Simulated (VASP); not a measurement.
Band structure of Rb$_{2}$Te (space group Fm-3m). Computed with LDA (Ceperley-Alder, Perdew-Zunger), VASP's LDA PAW potentials (set 64) (plane waves; VASP).

Unless said otherwise, spin-orbit coupling is left out, though it shifts the bands of the heavy elements here.

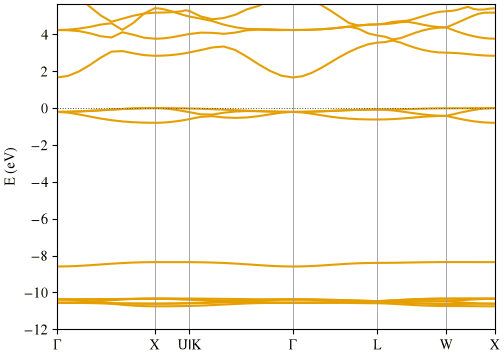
Figure: Bands along high-symmetry lines, zero at the valence-band maximum or, without a gap, the Fermi level

Question: Read the plot: is there a gap, and where are the band edges?

Answer: The gap is indirect, 1.66 eV, from the valence maximum at X to the conduction minimum at Γ.

The structure comes from a computed database's Rb2Te entry (Fm-3m); how it stands against other phases isn't given here. The cell was not relaxed at this level.
